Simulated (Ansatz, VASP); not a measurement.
# Au (Au(110)) in two plane-wave programs, part 2 of 2

One calculation is typed for both programs; each brings its own data sets. How far apart do they land?  Valence electrons are named where the data sets of a main pair hold unlike numbers.

VASP 6.6.1 and Ansatz 0.2.0.

So far: The starting structure; VASP: band structure, PBE.

## Step 3: Ansatz: band structure, PBE

Level of this step: Ansatz beside VASP: Kohn-Sham DFT, plane waves, PBE (Ansatz).

Ansatz runs on its default PAW (the set named soft_2) files.

The same cell, functional, mesh and smearing now go to Ansatz, which takes its cutoff from its data sets.

input.yaml reads:

```yaml
crystal:
  lattice:
    - [4.08, 0.0, 0.0]
    - [0.0, 2.8849956672, 0.0]
    - [0.0, 0.0, 25.2124891681]
  atoms:
    - { symbol: Au, position: [0.5, 0.5, 0.3569659441] }
    - { symbol: Au, position: [0.0, 0.0, 0.4141795665] }
    - { symbol: Au, position: [0.5, 0.5, 0.4713931888] }
    - { symbol: Au, position: [0.0, 0.0, 0.5286068112] }
    - { symbol: Au, position: [0.5, 0.5, 0.5858204335] }
    - { symbol: Au, position: [0.0, 0.0, 0.6430340559] }
hamiltonian:
  xc: pbe
  pseudopotentials: { kind: paw }
kpoints:
  mp_grid: { grid: [12, 18, 1] }
  band_path:
    path:
      - [0.0, 0.0, 0.0]
      - [-0.07692, 0.0, 0.0]
      - [-0.15385, 0.0, 0.0]
      - [-0.26923, 0.0, 0.0]
      - [-0.34615, 0.0, 0.0]
      - [-0.42308, 0.0, 0.0]
      - [-0.5, 0.0, 0.0]
      - [-0.5, -0.07692, 0.0]
      - [-0.5, -0.19231, 0.0]
      - [-0.5, -0.26923, 0.0]
      - [-0.5, -0.34615, 0.0]
      - [-0.5, -0.46154, 0.0]
      - [-0.5, -0.5, 0.0]
      - [-0.42308, -0.5, 0.0]
      - [-0.30769, -0.5, 0.0]
      - [-0.23077, -0.5, 0.0]
      - [-0.11538, -0.5, 0.0]
      - [-0.03846, -0.5, 0.0]
      - [0.0, -0.5, 0.0]
      - [0.0, -0.38462, 0.0]
      - [0.0, -0.30769, 0.0]
      - [0.0, -0.23077, 0.0]
      - [0.0, -0.11538, 0.0]
      - [0.0, -0.03846, 0.0]
      - [-0.03846, -0.03846, 0.0]
      - [-0.11538, -0.11538, 0.0]
      - [-0.19231, -0.19231, 0.0]
      - [-0.30769, -0.30769, 0.0]
      - [-0.38462, -0.38462, 0.0]
      - [-0.5, -0.5, 0.0]
    npoints: 1
scf:
  occupations: { method: fermi_dirac, width: 0.1 }
  n_extra_bands: 9
efield:
  axis: 3
  dipole_correction: true
  ramp_width: 0.04
output:
  forces: true
  eigenvalues: true
```

Started as:

```sh
> ansatz run input.yaml --threads 4 --pin off --max-ram 9216MiB --backend cpu --events-out ev --progress --plain --runs-dir out
```

Numbers of over 12 decimals in the logs are rounded to 6 here.

The program printed:

```text
scf.n_extra_bands = 9 over 57 filled bands (N_el = 114.0): the run solves 66 bands
Engine: ansatz 0.2.0, aarch64-unknown-linux-gnu
Pseudopotentials: kind: paw
Pseudopotential: Au, paw, valence charge 19, recommended cutoff 420 eV (normal), Au.paw.azcp
Functional definition: PBE
  parameter kappa = 0.804
  parameter beta = 0.066725
  exchange = pbe_x(kappa = kappa, mu = beta*pi^2/3)
  correlation = pbe_c(beta = beta)
Crystal: 6 atoms, lattice volume = 296.771 Å³
Basis set: ecut = 420 eV, 5793 PW (Γ), exchange–correlation on 60×40×360 points (8 copies of the dense FFT grid, shifted against one another)
Bands: 66, of which v1, the nominal top of the filled ones, is band 57 counted from 1 (56 counted from 0)
Symmetry: 4 space group operations
k-points: 70 of 216
Non-local potential: Au, projectors of the file, l = 0: 3, l = 1: 2, l = 2: 2, l = 3: 1
PAW form: soft (Blöchl's): semilocal exchange-correlation on the pseudo side does not see the compensation charge
PAW one-centre angular grid: Au, 590 points (default); XC on 64 Gauss nodes
Initial density: superposition of atomic densities (neutral atoms: chi_scale 0, normalization atom), corrected by the library's trained network
Initial wavefunctions: pseudopotential atomic-orbital guess
Functional: x = pbe(κ = 0.804, μ = 0.219515), c = pbe(β = 0.066725)
SCF iter   1: F=—  HF=-78894.534508 eV  |F-HF|=—  |Δ(HF+E_count)|=         —  Δρ=2.15e-3  dr2=1.92e-1  ethr=1.77e-3  p=0.000 e·Å  D=2.78e-14 V/Å  ΔV_dip=-0.00 eV  dr2_dipole=1.56e-8  V_vac-E_F(+/−)=4.59/4.59 eV  ⟨swp⟩=7.8  Hψ=18885  notcnv=0  defer=43
efield: sawtooth ramp at fractional position 0.9800 (placed from the atoms, in the widest stretch of the axis that holds none; the zero of the levels goes with the place), width 0.0400; the density the first Hamiltonian is built on has a dipole p = 0.000 e·Å; the dipole correction subtracts the counter field D = 2.78e-14 V/Å, which shifts the + side's vacuum level by -0.00 eV against the − side's; the planar-averaged density in the ramp window peaks in size at 2.8e-6 e/Å³
preconditioner: auto → LDOS  [metal: Δε(μ)=0.014 eV  Ē_g=7.888 eV  σ=0.100 eV  W_gap=0.03  n_scr=58 (ndim 8)  ℏωp=17.5 eV  f_vac=0.599  D(μ)=1.95/eV (n_scr^D=8)  β→1.0]
SCF iter   2: F=—  HF=-78894.540171 eV  |F-HF|=—  |Δ(HF+E_count)|=   5.66e-3  Δρ=2.09e-3  dr2=4.00e-2  ethr=1.69e-4  p=0.000 e·Å  D=5.93e-6 V/Å  ΔV_dip=-0.00 eV  dr2_dipole=1.22e-8  V_vac-E_F(+/−)=4.98/4.98 eV  ⟨swp⟩=2.3  Hψ=7814  notcnv=0  defer=117
SCF iter   3: F=—  HF=-78894.533263 eV  |F-HF|=—  |Δ(HF+E_count)|=   6.91e-3  Δρ=4.00e-4  dr2=4.14e-4  ethr=3.51e-5  p=-0.000 e·Å  D=-5.21e-7 V/Å  ΔV_dip=0.00 eV  dr2_dipole=6.55e-9  V_vac-E_F(+/−)=4.93/4.93 eV  ⟨swp⟩=2.0  Hψ=7007  notcnv=0  defer=117
SCF iter   4: F=—  HF=-78894.533220 eV  |F-HF|=—  |Δ(HF+E_count)|=   4.30e-5  Δρ=1.60e-4  dr2=8.29e-5  ethr=3.63e-7  p=-0.000 e·Å  D=-8.03e-7 V/Å  ΔV_dip=0.00 eV  dr2_dipole=4.17e-10  V_vac-E_F(+/−)=4.95/4.95 eV  ⟨swp⟩=3.1  Hψ=9584  notcnv=0  defer=117
SCF iter   5: F=—  HF=-78894.533217 eV  |F-HF|=—  |Δ(HF+E_count)|=   3.25e-6  Δρ=3.25e-5  dr2=5.22e-6  ethr=7.27e-8  p=0.000 e·Å  D=1.84e-7 V/Å  ΔV_dip=-0.00 eV  dr2_dipole=2.93e-11  V_vac-E_F(+/−)=4.96/4.96 eV  ⟨swp⟩=2.0  Hψ=7113  notcnv=0  defer=113
SCF iter   6: F=—  HF=-78894.533218 eV  |F-HF|=—  |Δ(HF+E_count)|=   1.27e-6  Δρ=1.20e-5  dr2=4.52e-7  ethr=4.58e-9  p=-0.000 e·Å  D=-1.54e-7 V/Å  ΔV_dip=0.00 eV  dr2_dipole=9.60e-13  V_vac-E_F(+/−)=4.97/4.97 eV  ⟨swp⟩=2.1  Hψ=7026  notcnv=0  defer=113
SCF iter   7: F=-78894.533218 eV  HF=-78894.533218 eV  |F-HF|=4.12e-8  |Δ(HF+E_count)|=   1.66e-7  Δρ=3.85e-6  dr2=8.98e-8  ethr=8.77e-11  p=0.000 e·Å  D=1.07e-7 V/Å  ΔV_dip=-0.00 eV  dr2_dipole=3.60e-13  V_vac-E_F(+/−)=4.97/4.97 eV  ⟨swp⟩=14.9  Hψ=22116  notcnv=0
SCF 1 converged in 7 iterations: F = -78894.533218 eV  dr2 = 8.98e-8
  greatest PAW one-centre occupation: 1.000 electrons in one spin orbital (limit 2), on the Au atom at site 4 (counted from 0), in its partial waves of l = 0
NSCF: frozen V_eff on 30 k-points
efield: sawtooth ramp at fractional position 0.9800 (kept from the solve that this one continues, or follows in the run), width 0.0400; the density the first Hamiltonian is built on has a dipole p = 0.000 e·Å; the dipole correction subtracts the counter field D = 1.07e-7 V/Å, which shifts the + side's vacuum level by -0.00 eV against the − side's; the planar-averaged density in the ramp window peaks in size at 2.1e-6 e/Å³
SCF converged after 7 iterations
Free energy (F): -78894.533218 eV
Harris-Foulkes:  -78894.533218 eV  (|F-HF|=4.12e-8)
Internal energy: -78894.468032 eV  (E = F + TS)
E sigma→0 (E₀):  -78894.500625 eV
Entropy (-TS):   -0.065187 eV (-10.864 meV/atom)
Fermi energy:    3.811904 eV
Dipole field:    D = -0.000001 V/Å  (p = -0.000001 e·Å, saw-weighted, corrected)
Work function:   Φ+ = 4.9673 eV   Φ− = 4.9673 eV
Levels:          The Fermi level and band energies are counted from a zero that moves with the ramp; work functions are not
--- Per-component energies (eV) ---
  E_band       = -3121.344269
  E_kinetic    = 3628.501630
  E_local      = -192596.111373  (includes V_loc(G=0)·N_el)
  E_nonlocal   = 446.752181
  E_hartree    = 94609.419689
  E_xc         = -1365.427654
  E_vxc        = -1647.560803  (∫ρ·V_xc dr)
  E_paw        = -58241.682212  (= ΣΔE_a)
  E_vpaw       = -2171.861806  (= ΣTr[D̂ρ^β])
  E_aug_tail   = 0.008848  (compensation charges beyond the density's cutoff)
  E_efield     = 0.000000  (sawtooth field / dipole correction)
  E_vefield    = 0.000000  (∫n·V_field dr)
  E_ewald      = 74624.070859
  E_smearing   = -0.065187  (= −TS)
  E_closure    = -0.000000  (closes the sum)
  Σ components = -78894.533218   (vs F -78894.533218, Δ=0.00e0)
--- Forces (eV/Å), atoms counted from 1 ---
  atom   1  Au     0.00000000     0.00000000    -0.03619267
  atom   2  Au     0.00000000     0.00000000    -0.73689496
  atom   3  Au     0.00000000     0.00000000     0.07539021
  atom   4  Au     0.00000000     0.00000000    -0.07537838
  atom   5  Au     0.00000000     0.00000000     0.73689801
  atom   6  Au     0.00000000     0.00000000     0.03618894
  max |Σ_I F_I| component: 1.11e-5 eV/Å
--- Band table (eV; the first three rows and the last of 70) ---
  k-point 0: bands = [... 53 lower, 1.8330, 1.9804, 2.0128, 2.2264, 3.3143, 5.4415, 6.0572, 7.6185, ... 5 higher]
  k-point 1: bands = [... 53 lower, 1.7788, 2.0051, 2.1015, 2.1283, 3.3638, 5.5141, 6.2696, 7.6893, ... 5 higher]
  k-point 2: bands = [... 53 lower, 1.6429, 1.9579, 2.0584, 2.1920, 3.5100, 5.7227, 6.8348, 7.8896, ... 5 higher]
  k-point 69: bands = [... 53 lower, 2.1517, 4.1123, 4.1123, 6.4138, 6.4138, 7.0120, 7.0120, 7.2167, ... 5 higher]
```

Wall time 45 s (4 threads of Arm Neoverse V1, shared host); peak memory 1.4 GiB.

Reading the cycles: dr2 is the Hartree energy of the density residual (eV), the measure of convergence; HF is the Harris–Foulkes estimate of the energy, which meets the free energy F at convergence.

## Step 4: Side by side

Known differences besides the potentials themselves: the data sets hold 114 valence electrons in Ansatz (on its default PAW (the set named soft_2) files) and 66 in VASP; the cutoff is 420 eV in Ansatz and 300 eV in VASP (PREC = Normal); VASP leaves aspherical gradient terms in its spheres out (LASPH is not set), Ansatz keeps them. Total energies have different zeros and are not compared.

Both answers:

```tsv
quantity	Ansatz	VASP	difference
work function, lower of the two faces (eV)	4.97	4.96	+0.01
work function, higher of the two faces (eV)	4.97	4.96	+0.01
```

Forces (eV/Å; atoms numbered as in POSCAR):

```tsv
atom	Ansatz x, y, z	VASP x, y, z
Au1	0.000, 0.000, -0.036	0.000, 0.000, -0.032
Au2	0.000, 0.000, -0.737	0.000, 0.000, -0.731
Au3	0.000, 0.000, 0.075	0.000, 0.000, 0.078
Au4	0.000, 0.000, -0.075	0.000, 0.000, -0.078
Au5	0.000, 0.000, 0.737	0.000, 0.000, 0.731
Au6	0.000, 0.000, 0.036	0.000, 0.000, 0.032
```

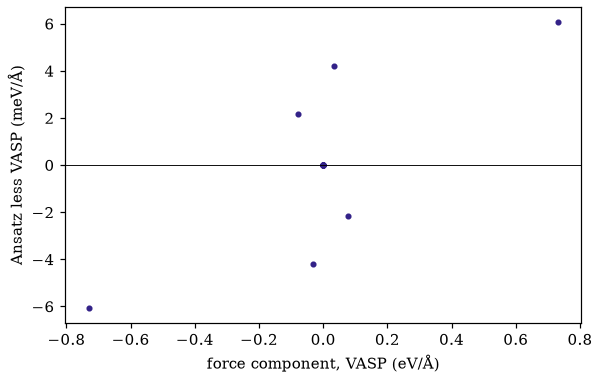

Difference of the force components against their size.

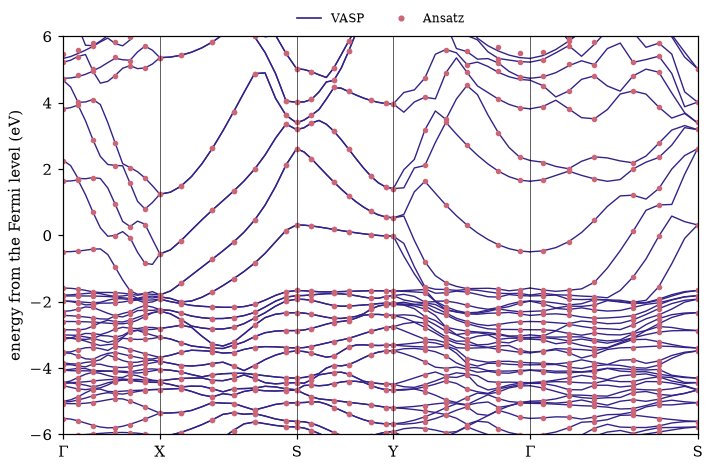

Bands from VASP (lines) and levels from Ansatz (dots). Dots without a line are higher empty bands that the VASP plot leaves out.

The forces differ by 2.6 meV/Å r.m.s., which is 1.0 % of the r.m.s. force of 0.245 eV/Å (both taken over all components). Levels from 3 eV below to 2 eV above the Fermi level differ by 4 meV r.m.s. and 14 meV at most; each VASP level is matched to the nearest of Ansatz, which flatters the figure a little. VASP's log warns that it found no field-free region in the vacuum, so its work functions are uncertain. With vacuum in the cell, a pressure given here is an average over mostly empty space and none of the material.

## Step 5: Outcome

- r.m.s. difference of levels near the Fermi level (band structure, PBE): 3.5 meV

In words: The r.m.s. difference of levels near the Fermi level is 3.5 meV (band structure, PBE), within the 80 meV picked in this series as the mark of a large difference. The data sets hold unlike numbers of valence electrons (114 in Ansatz and 66 in VASP), so part of the differences comes from the potentials. Such differences can come from data sets, numerical settings and the points named under the comparisons, not from the functional's error against experiment.

[Lines on the potential files, build, host, timing and source positions are cut from VASP's logs without a mark.]

[Logs are printed without paths, hosts, clocks, repeated set-up lines and the standing remarks that a program may print on its own settings, such as how far it seeks lower states.]

[Hosts, paths, dates, database ids (printed as entryN), source tags and the programs' standing remarks are cut or masked in the printed files.]
